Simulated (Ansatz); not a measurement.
# AlGaH (quartet): trial inputs and their diagnosis at scale of all distances = 1.107

4 inputs are run for AlGaH (quartet) as typed; the log has to tell whether the result can be used and what must change.

The runs use Ansatz 0.2.0, Gaussian basis; the settings change from run to run.

12 further runs of the same task are left out: 8 that didn't finish, 4 set aside as unsound or not needed.

## Step 1: The geometry

The geometry derives from a PBE0/def2-TZVP stationary point (not a proven minimum). All distances are scaled together. No spin-orbit coupling is included. The filled d shell of Ga may be among the frozen orbitals whatever the setting's name suggests; the logs give the count.

3 atoms, charge 0, spin multiplicity 4.

Atoms are counted from 1 here; the program's logs count them from 0.

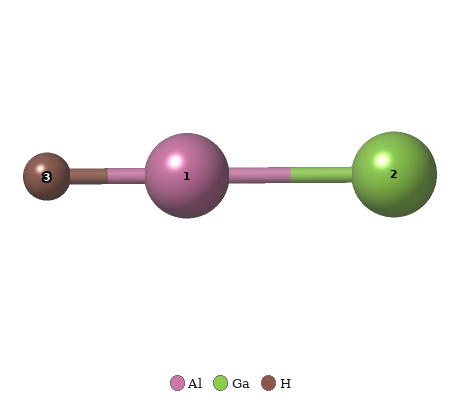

The structure; aluminium pink, gallium green, hydrogen brown; atoms are numbered from 1 in the order of the file.

## Step 2: Attempt 1

in.yaml

```yaml
crystal:
  periodic: [false, false, false]
  atoms:
    - {symbol: Al, position_ang: [0.000000, 0.000000, 0.281067]}
    - {symbol: Ga, position_ang: [0.000000, 0.000000, -2.313298]}
    - {symbol: H, position_ang: [0.000000, 0.000000, 2.032231]}
basis:
  gaussian: {orbitals: "6-31G*"}
magnetization: {spin_polarized: false, initial_magnetization: 3}
correlation: {method: mp2, frozen_orbitals: {Al: 9}}
accuracy: high
output: {forces: true}
```

Run with:

```sh
$ ansatz run in.yaml --threads 1 --pin off --events-out ev --progress --plain --max-ram 2393MiB
```

The program printed:

```text
Functional definition: HF
  name "HF"
  cite "Fock, Z. Phys. 61, 126 (1930) doi:10.1007/BF01340294"
  parent pbe
  exchange = exact_x
  correlation = 0
Error: "frozen_orbitals" has no count for Ga
```

Run time: 0.03 s. Hardware: 1 thread of Arm Neoverse V2, shared host.

What is wrong: The run was refused. The frozen-orbital counts are incomplete or too large. To mend it, leave frozen_orbitals out, or give each element a count that its core has.

## Step 3: Attempt 2

in.yaml

```yaml
crystal:
  periodic: [false, false, false]
  atoms:
    - {symbol: Al, position_ang: [0.000000, 0.000000, 0.281067]}
    - {symbol: Ga, position_ang: [0.000000, 0.000000, -2.313298]}
    - {symbol: H, position_ang: [0.000000, 0.000000, 2.032231]}
basis:
  gaussian: {orbitals: 6-31G}
correlation: {method: sc_nevpt2, electrons: outside_noble_gas, active_space: {window: {electrons: 5, orbitals: 5}}}
scf: {lower_state_search: full}
magnetization: {spin_polarized: true, initial_magnetization: 3}
```

Launched as before.

The program printed:

```text
Error: invalid value for `correlation.active_space`: it starts from restricted Hartree–Fock orbitals; set hamiltonian.xc: hf without magnetization.spin_polarized
```

Run time: 0.03 s. Hardware: 1 thread of Arm Neoverse V2, shared host.

Diagnosis: The run was refused. An active space is asked on unrestricted orbitals. Cure: drop spin_polarized: true.

## Step 4: Attempt 3

in.yaml

```yaml
crystal:
  periodic: [false, false, false]
  atoms:
    - {symbol: Al, position_ang: [0.000000, 0.000000, 0.281067]}
    - {symbol: Ga, position_ang: [0.000000, 0.000000, -2.313298]}
    - {symbol: H, position_ang: [0.000000, 0.000000, 2.032231]}
basis:
  gaussian: {orbitals: 6-31G}
correlation: {method: fic_mrcisd_q, electrons: valence, active_space: {window: {electrons: 5, orbitals: 5}}}
magnetization: {spin_polarized: true, initial_magnetization: 3}
```

The command is unchanged.

The program printed:

```text
Error: invalid value for `correlation.active_space`: it starts from restricted Hartree–Fock orbitals; set hamiltonian.xc: hf without magnetization.spin_polarized
```

It took 0.03 s on 1 thread of Arm Neoverse V2, shared host.

Diagnosis: The run was refused. An active space is asked on unrestricted orbitals. To mend it, drop spin_polarized: true.

## Step 5: Attempt 4

in.yaml

```yaml
crystal:
  periodic: [false, false, false]
  atoms:
    - {symbol: Al, position_ang: [0.000000, 0.000000, 0.281067]}
    - {symbol: Ga, position_ang: [0.000000, 0.000000, -2.313298]}
    - {symbol: H, position_ang: [0.000000, 0.000000, 2.032231]}
basis:
  gaussian: {orbitals: 6-31G}
magnetization: {spin_polarized: false, initial_magnetization: 3}
correlation: {active_space: {window: {electrons: 2, orbitals: 1}}}
scf: {lower_state_search: off}
```

Same command.

The program printed:

```text
Functional definition: HF
  name "HF"
  cite "Fock, Z. Phys. 61, 126 (1930) doi:10.1007/BF01340294"
  parent pbe
  exchange = exact_x
  correlation = 0
these checks for a lower state are left out or cut short: stability, starts, cluster_reference, orbital_swaps, neighbouring_geometries, increment
420 factors; integrals over basis functions are off by at most 1.8e-4 eV
mean field evaluation 1: about -58920.2775 eV, gradient 4.9e0 eV
mean field evaluation 2: about -58920.2960 eV, gradient 5.0e0 eV
mean field evaluation 4: about -58920.8618 eV, gradient 1.5e0 eV
mean field evaluation 8: about -58920.9257 eV, gradient 3.7e-1 eV
mean field evaluation 16: about -58920.9497 eV, gradient 4.8e-5 eV
mean field -58920.94970868 eV, -2165.3049637398 hartree, gradient 1.6e-6 eV, S^2 3.750000; 0 other end points of the search recorded, 0 dependent functions left out
reference -58920.94970868 eV, -2165.3049637398 hartree; 24, 21 occupied and 20, 23 virtual orbitals, 420 factors
Error: 2 electrons in 1 orbitals form no window around the highest filled level of the reference
```

Run time: 0.42 s. Hardware: 1 thread of Arm Neoverse V2, shared host.

**Diagnosis.** The run stopped with an error. The active window can't be built from these electrons and orbitals. To mend it, choose counts that fit the spin, the electrons and the basis.

## Step 6: Summary

```tsv
attempt	level	ended	cause	time
1	MP2 on ROHF/6-31G*	refused	the frozen-orbital counts are incomplete or too large	0.03 s
2	NEVPT2(5,5)/6-31G	refused	an active space is asked on unrestricted orbitals	0.03 s
3	MRCISD+Q(5,5)/6-31G	refused	an active space is asked on unrestricted orbitals	0.03 s
4	CASSCF(2,1)/6-31G	stopped by an error	the active window can't be built from these electrons and orbitals	0.42 s
```

3 refused, 1 stopped by an error.
